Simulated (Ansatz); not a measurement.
# BSiHF (quartet): the correlation ladder at a displaced geometry (v1), cc-pVDZ

How much of the correlation energy of BSiHF (quartet) does each wave-function method recover here?

Method: cc-pVDZ, core rule «outside noble gas», up to 7 orbitals frozen; program: Ansatz 0.2.0, Gaussian basis.

The runs, in order: UHF; CCSD(T) on ROHF; CCSD(T) on UHF; BCCD(T) on ROHF; CISD; CCSDT(Q) on ROHF; CCSDT(Q) on UHF.

25 further runs of the same task are left out: 13 that didn't finish, 12 set aside as unsound or not needed.

## 1. The system

The geometry is a PBE0/def2-TZVP stationary point (not a proven minimum) with its atoms shifted at random (size 0.040 Å).

4 atoms, charge 0, spin multiplicity 4.

Atoms are counted from 1 here; the program's logs count them from 0.

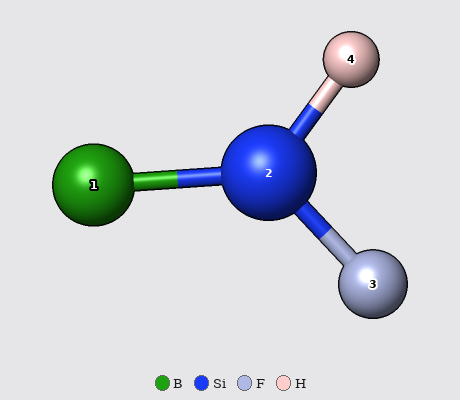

The geometry (boron green, silicon blue, fluorine light blue, hydrogen pink); atoms are numbered from 1 in the order of the file.

Coordinates:

```
atom     x (Å)     y (Å)     z (Å)
  B1  -0.01385  -0.50693   1.82038
 Si2  -0.01469   0.33955   0.17888
  F3   0.03328  -0.30801  -1.29232
  H4  -0.06950   1.78165  -0.15088
```

In the tables R marks a restricted open-shell determinant and U an unrestricted one; energies count from the table's Hartree-Fock row.

## 2. UHF

File in.yaml:

```yaml
crystal:
  periodic: [false, false, false]
  atoms:
    - {symbol: B, position_ang: [-0.013852, -0.506926, 1.820384]}
    - {symbol: Si, position_ang: [-0.014685, 0.339547, 0.178877]}
    - {symbol: F, position_ang: [0.033279, -0.308015, -1.292317]}
    - {symbol: H, position_ang: [-0.069498, 1.781653, -0.150875]}
basis:
  gaussian: {orbitals: cc-pVDZ}
magnetization: {spin_polarized: true, initial_magnetization: 3}
hamiltonian: {xc: hf}
output: {orbitals: {seedname: orbitals}}
```

Started as:

```
$ ansatz run in.yaml --threads 1 --pin off --events-out ev --progress --plain --max-ram 2393MiB
```

What it wrote:

```text
Functional definition: HF
  name "HF"
  cite "Fock, Z. Phys. 61, 126 (1930) doi:10.1007/BF01340294"
  parent pbe
  exchange = exact_x
  correlation = 0
489 factors; integrals over basis functions are off by at most 9.7e-4 eV
mean field evaluation 1: about -11250.0785 eV, gradient 1.7e1 eV
mean field evaluation 2: about -11250.1605 eV, gradient 1.7e1 eV
mean field evaluation 4: about -11252.5304 eV, gradient 3.6e0 eV
mean field evaluation 8: about -11252.9030 eV, gradient 7.5e-1 eV
mean field evaluation 16: about -11252.9203 eV, gradient 2.2e-5 eV
mean field -11252.92028855 eV, -413.5371931009 hartree, gradient 2.2e-5 eV, S^2 3.754098; 1 other end points of the search recorded, 0 dependent functions left out
reference -11252.92028855 eV, -413.5371931009 hartree; 16, 13 occupied and 35, 38 virtual orbitals, 489 factors
Total energy: -11252.92028855 eV, -413.5371931009 hartree
```

Wall time 0.86 s (1 thread of Arm Neoverse V2, shared host).

From the report: ⟨S²⟩ of the determinant 3.754 (pure quartet: 3.75).

## 3. CCSD(T) on ROHF

in.yaml: that of step 2 with these lines changed.

```diff
@@ -9,4 +9,3 @@
   gaussian: {orbitals: cc-pVDZ}
-magnetization: {spin_polarized: true, initial_magnetization: 3}
-hamiltonian: {xc: hf}
-output: {orbitals: {seedname: orbitals}}
+magnetization: {spin_polarized: false, initial_magnetization: 3}
+correlation: {method: ccsd_t, electrons: outside_noble_gas}
```

The command is unchanged.

What it wrote:

```text
Functional definition: HF
  name "HF"
  cite "Fock, Z. Phys. 61, 126 (1930) doi:10.1007/BF01340294"
  parent pbe
  exchange = exact_x
  correlation = 0
489 factors; integrals over basis functions are off by at most 9.7e-4 eV
mean field evaluation 1: about -11250.1188 eV, gradient 2.4e1 eV
mean field evaluation 2: about -11250.1871 eV, gradient 2.4e1 eV
mean field evaluation 4: about -11252.6771 eV, gradient 2.9e0 eV
mean field evaluation 8: about -11252.8796 eV, gradient 4.0e-1 eV
mean field evaluation 16: about -11252.8832 eV, gradient 2.6e-6 eV
mean field evaluation 32: about -11250.1604 eV, gradient 9.3e-1 eV
mean field -11252.88322487 eV, -413.5358310358 hartree, gradient 2.6e-6 eV, S^2 3.750000; 1 other end points of the search recorded, 0 dependent functions left out
mean field evaluation 64: about -11252.9183 eV, gradient 2.4e-1 eV
determinant -11252.88322487 eV, -413.5358310358 hartree, with singles and doubles -11261.91333904 eV, -413.8676816107 hartree
determinant -11250.12372945 eV, -413.4344214496 hartree, with singles and doubles -11259.02854187 eV, -413.7616672702 hartree
7 core orbitals not correlated: weight in the atoms' cores, before any rotation towards them, 1.000 or more for the frozen orbitals, at most 0.000 for the correlated occupied ones
reference -11252.88322487 eV, -413.5358310358 hartree; 9, 6 occupied and 35, 38 virtual orbitals, 489 factors
second order -8.32478159 eV of doubles, -0.02324716 eV of singles
cycle   1  -9.03118658 eV  change   -1.1e-3 eV  update   1.3e-3
cycle   2  -9.03097964 eV  change    2.1e-4 eV  update   8.6e-4
cycle   3  -9.03109604 eV  change   -1.2e-4 eV  update   5.2e-4
cycle   4  -9.03131249 eV  change   -2.2e-4 eV  update   1.6e-4
cycle   5  -9.03155194 eV  change   -2.4e-4 eV  update   4.9e-5
cycle   6  -9.03161214 eV  change   -6.0e-5 eV  update   1.7e-5
cycle   7  -9.03160388 eV  change    8.3e-6 eV  update   6.7e-6
perturbative correction -0.21452783 eV, -0.0078837524 hartree
Total energy: -11262.12935658 eV, -413.8756201089 hartree
```

Run time: 2.2 s. Hardware: 1 thread of Arm Neoverse V2, shared host.

From the report: correlation -9.2461 eV; T1 0.020; largest double amplitude 0.05.

## 4. CCSD(T) on UHF

in.yaml: that of step 3 with these lines changed.

```diff
@@ -9,3 +9,3 @@
   gaussian: {orbitals: cc-pVDZ}
-magnetization: {spin_polarized: false, initial_magnetization: 3}
+magnetization: {spin_polarized: true, initial_magnetization: 3}
 correlation: {method: ccsd_t, electrons: outside_noble_gas}
```

The command is unchanged.

What it wrote:

```text
Functional definition: HF
  name "HF"
  cite "Fock, Z. Phys. 61, 126 (1930) doi:10.1007/BF01340294"
  parent pbe
  exchange = exact_x
  correlation = 0
489 factors; integrals over basis functions are off by at most 9.7e-4 eV
mean field evaluation 1: about -11250.0785 eV, gradient 1.7e1 eV
mean field evaluation 2: about -11250.1605 eV, gradient 1.7e1 eV
mean field evaluation 4: about -11252.5304 eV, gradient 3.6e0 eV
mean field evaluation 8: about -11252.9030 eV, gradient 7.5e-1 eV
mean field evaluation 16: about -11252.9203 eV, gradient 7.2e-6 eV
mean field evaluation 32: about -11250.2699 eV, gradient 5.4e-2 eV
mean field evaluation 64: about -11250.2700 eV, gradient 1.3e-3 eV
mean field -11252.92028855 eV, -413.5371931009 hartree, gradient 7.2e-6 eV, S^2 3.754098; 1 other end points of the search recorded, 0 dependent functions left out
determinant -11252.92028855 eV, -413.5371931009 hartree, with singles and doubles -11261.91406903 eV, -413.8677084373 hartree
determinant -11250.26997416 eV, -413.4397958436 hartree, with singles and doubles -11259.03090390 eV, -413.7617540729 hartree
7 core orbitals not correlated: weight in the atoms' cores, before any rotation towards them, 1.000 or more for the frozen orbitals, at most 0.000 for the correlated occupied ones
reference -11252.92028855 eV, -413.5371931009 hartree; 9, 6 occupied and 35, 38 virtual orbitals, 489 factors
second order -8.29971525 eV of doubles, -0.00000000 eV of singles
cycle   1  -8.99492111 eV  change   -1.1e-3 eV  update   1.3e-3
cycle   2  -8.99478502 eV  change    1.4e-4 eV  update   8.7e-4
cycle   3  -8.99492767 eV  change   -1.4e-4 eV  update   5.3e-4
cycle   4  -8.99512249 eV  change   -1.9e-4 eV  update   1.6e-4
cycle   5  -8.99537245 eV  change   -2.5e-4 eV  update   5.2e-5
cycle   6  -8.99543967 eV  change   -6.7e-5 eV  update   1.8e-5
cycle   7  -8.99543138 eV  change    8.3e-6 eV  update   7.4e-6
perturbative correction -0.21375699 eV, -0.0078554245 hartree
Total energy: -11262.12947692 eV, -413.8756245311 hartree
```

Wall time 2.3 s (1 thread of Arm Neoverse V2, shared host).

From the report: ⟨S²⟩ of the determinant 3.754 (pure quartet: 3.75); correlation -9.2092 eV; T1 0.020; largest double amplitude 0.05.

## 5. BCCD(T) on ROHF

in.yaml: that of step 4 with these lines changed.

```diff
@@ -9,3 +9,3 @@
   gaussian: {orbitals: cc-pVDZ}
-magnetization: {spin_polarized: true, initial_magnetization: 3}
-correlation: {method: ccsd_t, electrons: outside_noble_gas}
+magnetization: {spin_polarized: false, initial_magnetization: 3}
+correlation: {method: bccd_t, electrons: outside_noble_gas}
```

Same command.

What it wrote:

```text
Functional definition: HF
  name "HF"
  cite "Fock, Z. Phys. 61, 126 (1930) doi:10.1007/BF01340294"
  parent pbe
  exchange = exact_x
  correlation = 0
489 factors; integrals over basis functions are off by at most 9.7e-4 eV
mean field evaluation 1: about -11250.1188 eV, gradient 2.4e1 eV
mean field evaluation 2: about -11250.1871 eV, gradient 2.4e1 eV
mean field evaluation 4: about -11252.6771 eV, gradient 2.9e0 eV
mean field evaluation 8: about -11252.8796 eV, gradient 4.0e-1 eV
mean field evaluation 16: about -11252.8832 eV, gradient 2.6e-6 eV
mean field evaluation 32: about -11250.1604 eV, gradient 9.3e-1 eV
mean field -11252.88322487 eV, -413.5358310358 hartree, gradient 2.6e-6 eV, S^2 3.750000; 1 other end points of the search recorded, 0 dependent functions left out
mean field evaluation 64: about -11252.9183 eV, gradient 2.4e-1 eV
determinant -11252.88322487 eV, -413.5358310358 hartree, with singles and doubles -11261.91333904 eV, -413.8676816107 hartree
determinant -11250.12372945 eV, -413.4344214496 hartree, with singles and doubles -11259.02854187 eV, -413.7616672702 hartree
7 core orbitals not correlated: weight in the atoms' cores, before any rotation towards them, 1.000 or more for the frozen orbitals, at most 0.000 for the correlated occupied ones
reference -11252.88322487 eV, -413.5358310358 hartree; 9, 6 occupied and 35, 38 virtual orbitals, 489 factors
second order -8.32478159 eV of doubles, -0.02324716 eV of singles
cycle   1  -9.00839395 eV  change    2.2e-2 eV  update   9.7e-3
cycle   2  -9.00775927 eV  change    6.3e-4 eV  update   3.2e-3
cycle   3  -9.00848189 eV  change   -7.2e-4 eV  update   1.5e-3
cycle   4  -9.00723304 eV  change    1.2e-3 eV  update   6.9e-4
cycle   5  -9.00780739 eV  change   -5.7e-4 eV  update   3.7e-4
cycle   6  -9.00798068 eV  change   -1.7e-4 eV  update   1.4e-4
cycle   7  -9.00794548 eV  change    3.5e-5 eV  update   5.2e-5
cycle   8  -9.00794232 eV  change    3.2e-6 eV  update   2.3e-5
cycle   9  -9.00794660 eV  change   -4.3e-6 eV  update   1.0e-5
perturbative correction -0.24225282 eV, -0.0089026270 hartree
Total energy: -11262.13342429 eV, -413.8757695945 hartree
```

Run time: 2.7 s. Hardware: 1 thread of Arm Neoverse V2, shared host.

From the report: correlation -9.2502 eV; largest double amplitude 0.05.

## 6. CISD

in.yaml: that of step 5 with these lines changed.

```diff
@@ -10,2 +10,2 @@
 magnetization: {spin_polarized: false, initial_magnetization: 3}
-correlation: {method: bccd_t, electrons: outside_noble_gas}
+correlation: {active_space: {ras: {orbitals: [6, 3, 35], electrons: 15, max_holes: 2, max_particles: 2}, fixed_orbitals: true}}
```

Launched as before.

What it wrote:

```text
Functional definition: HF
  name "HF"
  cite "Fock, Z. Phys. 61, 126 (1930) doi:10.1007/BF01340294"
  parent pbe
  exchange = exact_x
  correlation = 0
489 factors; integrals over basis functions are off by at most 9.7e-4 eV
mean field evaluation 1: about -11250.1188 eV, gradient 2.4e1 eV
mean field evaluation 2: about -11250.1871 eV, gradient 2.4e1 eV
mean field evaluation 4: about -11252.6771 eV, gradient 2.9e0 eV
mean field evaluation 8: about -11252.8796 eV, gradient 4.0e-1 eV
mean field evaluation 16: about -11252.8832 eV, gradient 2.6e-6 eV
mean field -11252.88322487 eV, -413.5358310358 hartree, gradient 2.6e-6 eV, S^2 3.750000; 0 other end points of the search recorded, 0 dependent functions left out
reference -11252.88322487 eV, -413.5358310358 hartree; 16, 13 occupied and 35, 38 virtual orbitals, 489 factors
state -11261.15156831 eV, -413.8396870528 hartree
Total energy: -11261.15156831 eV, -413.8396870528 hartree
```

Wall time 17 s (1 thread of Arm Neoverse V2, shared host).

From the report: 579,664 determinants.

## 7. CCSDT(Q) on ROHF

in.yaml: that of step 6 with these lines changed.

```diff
@@ -10,2 +10,2 @@
 magnetization: {spin_polarized: false, initial_magnetization: 3}
-correlation: {active_space: {ras: {orbitals: [6, 3, 35], electrons: 15, max_holes: 2, max_particles: 2}, fixed_orbitals: true}}
+correlation: {method: ccsdt_q, electrons: outside_noble_gas}
```

The command is unchanged.

What it wrote:

```text
Functional definition: HF
  name "HF"
  cite "Fock, Z. Phys. 61, 126 (1930) doi:10.1007/BF01340294"
  parent pbe
  exchange = exact_x
  correlation = 0
925 factors; integrals over basis functions are off by at most 1.6e-7 eV
mean field evaluation 1: about -11250.1376 eV, gradient 2.4e1 eV
mean field evaluation 2: about -11250.1889 eV, gradient 2.4e1 eV
mean field evaluation 4: about -11252.6791 eV, gradient 2.9e0 eV
mean field evaluation 8: about -11252.8798 eV, gradient 4.0e-1 eV
mean field evaluation 16: about -11252.8833 eV, gradient 2.5e-6 eV
mean field evaluation 32: about -11250.2719 eV, gradient 1.9e0 eV
mean field -11252.88334012 eV, -413.5358352712 hartree, gradient 2.5e-6 eV, S^2 3.750000; 1 other end points of the search recorded, 0 dependent functions left out
mean field evaluation 64: about -11251.9746 eV, gradient 1.1e1 eV
determinant -11252.88334012 eV, -413.5358352712 hartree, with singles and doubles -11261.91346018 eV, -413.8676860624 hartree
determinant -11250.12385563 eV, -413.4344260866 hartree, with singles and doubles -11259.02867598 eV, -413.7616721987 hartree
7 core orbitals not correlated: weight in the atoms' cores, before any rotation towards them, 1.000 or more for the frozen orbitals, at most 0.000 for the correlated occupied ones
reference -11252.88334012 eV, -413.5358352712 hartree; 9, 6 occupied and 35, 38 virtual orbitals, 925 factors
second order -8.32480787 eV of doubles, -0.02324703 eV of singles
cycle   1  -8.68520289 eV  change   -3.4e-1 eV  update   9.3e-2
cycle   2  -9.02927175 eV  change   -3.4e-1 eV  update   4.8e-2
cycle   3  -9.27378096 eV  change   -2.4e-1 eV  update   2.8e-2
cycle   4  -9.27829401 eV  change   -4.5e-3 eV  update   1.1e-2
cycle   5  -9.27223316 eV  change    6.1e-3 eV  update   7.0e-3
cycle   6  -9.27729593 eV  change   -5.1e-3 eV  update   3.1e-3
cycle   7  -9.27920170 eV  change   -1.9e-3 eV  update   1.7e-3
cycle   8  -9.27851115 eV  change    6.9e-4 eV  update   7.9e-4
cycle   9  -9.27839228 eV  change    1.2e-4 eV  update   4.1e-4
cycle  10  -9.27889120 eV  change   -5.0e-4 eV  update   2.1e-4
cycle  11  -9.27866185 eV  change    2.3e-4 eV  update   1.1e-4
cycle  12  -9.27869576 eV  change   -3.4e-5 eV  update   5.9e-5
cycle  13  -9.27869986 eV  change   -4.1e-6 eV  update   3.0e-5
cycle  14  -9.27869754 eV  change    2.3e-6 eV  update   1.4e-5
cycle  15  -9.27869128 eV  change    6.3e-6 eV  update   8.1e-6
cycle  16  -9.27869521 eV  change   -3.9e-6 eV  update   3.9e-6
cycle  17  -9.27869723 eV  change   -2.0e-6 eV  update   2.2e-6
cycle  18  -9.27869705 eV  change    1.8e-7 eV  update   1.3e-6
perturbative correction -0.01857814 eV, -0.0006827340 hartree
Total energy: -11262.18061531 eV, -413.8775038325 hartree
```

Run time: 2.4 min. Hardware: 1 thread of Arm Neoverse V2, shared host; peak memory 1.1 GiB.

From the report: correlation -9.2973 eV; T1 0.021; largest double amplitude 0.05.

## 8. CCSDT(Q) on UHF

in.yaml: that of step 7 with these lines changed.

```diff
@@ -9,3 +9,3 @@
   gaussian: {orbitals: cc-pVDZ}
-magnetization: {spin_polarized: false, initial_magnetization: 3}
+magnetization: {spin_polarized: true, initial_magnetization: 3}
 correlation: {method: ccsdt_q, electrons: outside_noble_gas}
```

The command is unchanged.

What it wrote:

```text
Functional definition: HF
  name "HF"
  cite "Fock, Z. Phys. 61, 126 (1930) doi:10.1007/BF01340294"
  parent pbe
  exchange = exact_x
  correlation = 0
925 factors; integrals over basis functions are off by at most 1.6e-7 eV
mean field evaluation 1: about -11250.0989 eV, gradient 1.7e1 eV
mean field evaluation 2: about -11250.1605 eV, gradient 1.7e1 eV
mean field evaluation 4: about -11252.5323 eV, gradient 3.6e0 eV
mean field evaluation 8: about -11252.9034 eV, gradient 7.4e-1 eV
mean field evaluation 16: about -11252.9204 eV, gradient 4.5e-6 eV
mean field evaluation 32: about -11250.2700 eV, gradient 5.4e-2 eV
mean field evaluation 64: about -11250.2701 eV, gradient 1.2e-3 eV
mean field -11252.92040371 eV, -413.5371973330 hartree, gradient 4.5e-6 eV, S^2 3.754098; 1 other end points of the search recorded, 0 dependent functions left out
determinant -11252.92040371 eV, -413.5371973330 hartree, with singles and doubles -11261.91419020 eV, -413.8677128901 hartree
determinant -11250.27010101 eV, -413.4398005050 hartree, with singles and doubles -11259.03103690 eV, -413.7617589607 hartree
7 core orbitals not correlated: weight in the atoms' cores, before any rotation towards them, 1.000 or more for the frozen orbitals, at most 0.000 for the correlated occupied ones
reference -11252.92040371 eV, -413.5371973330 hartree; 9, 6 occupied and 35, 38 virtual orbitals, 925 factors
second order -8.29974133 eV of doubles, -0.00000000 eV of singles
cycle   1  -8.64071248 eV  change   -3.4e-1 eV  update   9.4e-2
cycle   2  -8.98803820 eV  change   -3.5e-1 eV  update   4.8e-2
cycle   3  -9.23707663 eV  change   -2.5e-1 eV  update   2.8e-2
cycle   4  -9.24106826 eV  change   -4.0e-3 eV  update   1.1e-2
cycle   5  -9.23509502 eV  change    6.0e-3 eV  update   7.0e-3
cycle   6  -9.24035997 eV  change   -5.3e-3 eV  update   3.1e-3
cycle   7  -9.24242043 eV  change   -2.1e-3 eV  update   1.7e-3
cycle   8  -9.24178686 eV  change    6.3e-4 eV  update   8.1e-4
cycle   9  -9.24166581 eV  change    1.2e-4 eV  update   4.2e-4
cycle  10  -9.24217118 eV  change   -5.1e-4 eV  update   2.2e-4
cycle  11  -9.24193282 eV  change    2.4e-4 eV  update   1.2e-4
cycle  12  -9.24197051 eV  change   -3.8e-5 eV  update   6.2e-5
cycle  13  -9.24197652 eV  change   -6.0e-6 eV  update   3.1e-5
cycle  14  -9.24197516 eV  change    1.4e-6 eV  update   1.5e-5
cycle  15  -9.24196864 eV  change    6.5e-6 eV  update   8.4e-6
cycle  16  -9.24197222 eV  change   -3.6e-6 eV  update   4.0e-6
cycle  17  -9.24197412 eV  change   -1.9e-6 eV  update   2.3e-6
cycle  18  -9.24197381 eV  change    3.1e-7 eV  update   1.3e-6
perturbative correction -0.02091512 eV, -0.0007686164 hartree
Total energy: -11262.18329264 eV, -413.8776022225 hartree
```

Wall time 2.1 min (1 thread of Arm Neoverse V2, shared host); peak memory 0.88 GiB.

From the report: ⟨S²⟩ of the determinant 3.754 (pure quartet: 3.75); correlation -9.2629 eV; T1 0.021; largest double amplitude 0.05.

## 9. The ladder

The yardstick is UCCSDT(Q), where the cluster series has nearly closed. Rows without a time come out of other runs: HF, MP2 and CCSD of CCSD(T), CCSDT of CCSDT(Q).

```
   method  energy from the lowest ROHF (kcal/mol)  from UCCSDT(Q) (kcal/mol)     time
      ROHF                                   0.00                    +214.46         
      UHF                                  -0.85                    +213.61         
     RMP2                                -192.51                     +21.95         
     UMP2                                -192.25                     +22.21         
     CISD                                -190.67                     +23.79     17 s
    RCCSD                                -208.27                      +6.19         
    UCCSD                                -208.29                      +6.17         
 RCCSD(T)                                -213.22                      +1.24    2.2 s
 UCCSD(T)                                -213.22                      +1.24    2.3 s
  BCCD(T)                                -213.31                      +1.15    2.7 s
   RCCSDT                                -213.97                      +0.49         
   UCCSDT                                -213.98                      +0.48         
RCCSDT(Q)                                -214.40                      +0.06  2.4 min
UCCSDT(Q)                                -214.46                          0  2.1 min
```

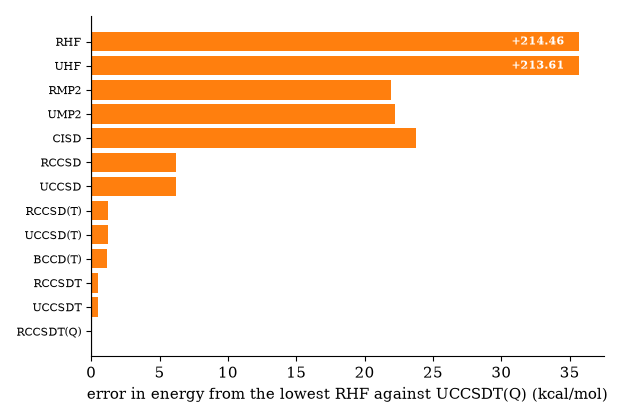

Deviations from UCCSDT(Q), method by method. Bars with a number in them are cut short.

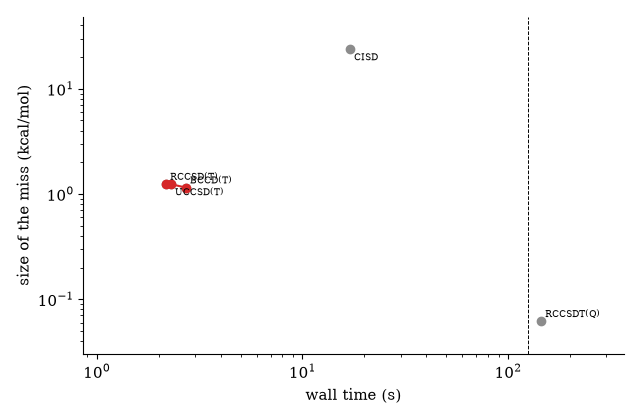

Accuracy for the time spent; red marks the levels that beat every quicker one drawn (of those quicker than the yardstick), and the dashed line is the time of UCCSDT(Q). Times are from a shared host.

## 10. What came out

| quantity | value |
| --- | --- |
| UCCSDT(Q) from the ROHF energy | -9.3001 eV |
| RMP2 from UCCSDT(Q) | +21.95 kcal/mol |
| UMP2 from UCCSDT(Q) | +22.21 kcal/mol |
| RCCSD from UCCSDT(Q) | +6.19 kcal/mol |
| RCCSD(T) from UCCSDT(Q) | +1.24 kcal/mol |
| UCCSD(T) from UCCSDT(Q) | +1.24 kcal/mol |
| RCCSDT(Q) from UCCSDT(Q) | +0.06 kcal/mol |
| levels within 1 kcal/mol (43 meV) | RCCSDT, UCCSDT, RCCSDT(Q) |
| T1 diagnostic | 0.020 |

RCCSD(T) lands +1.24 kcal/mol from the yardstick (0.6 % of the correlation energy). These misses are within one basis, not against nature; the frozen cores of restricted and unrestricted runs differ, which can shift their rows.

With open shells the CI space here admits some triples and quadruples, so it is larger than plain CISD.

BCCD(T) reaches 1.15 kcal/mol from the reference in 2.7 s, where UCCSDT(Q) took 2.1 min; the quickest level in the cost chart, RCCSD(T), takes 2.2 s and misses by 1.24 kcal/mol.
